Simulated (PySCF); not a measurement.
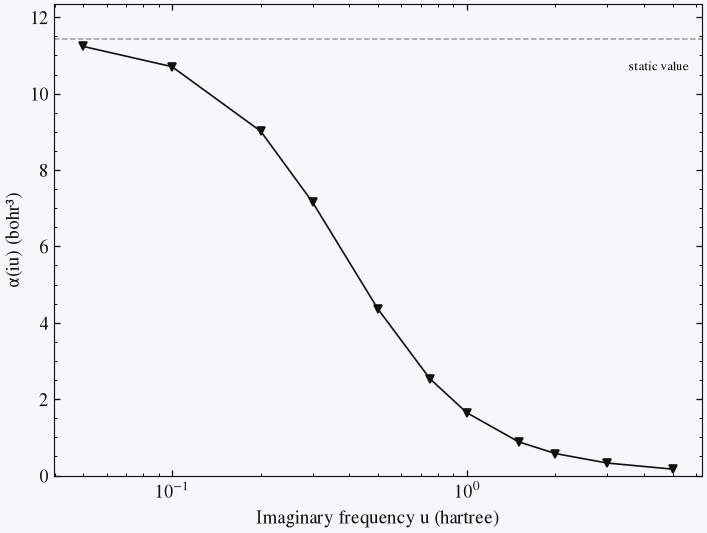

Dipole polarisability at imaginary frequency of Si²⁺ ([Ne] 3s²). Coupled response at the BP86 level; PySCF, x2c-TZVPPall plus 1 diffuse shell for each l, spin-free X2C-1e, unrestricted single determinants, no spin-orbit coupling.

Question: Give the static polarisability, its fall-off and C₆.

Answer: The static dipole polarisability is 11.4 bohr³; α(iu) falls to half of it near u = 0.39 hartree. The Casimir–Polder integral gives C₆ = 38.8 hartree bohr⁶ for two such species.
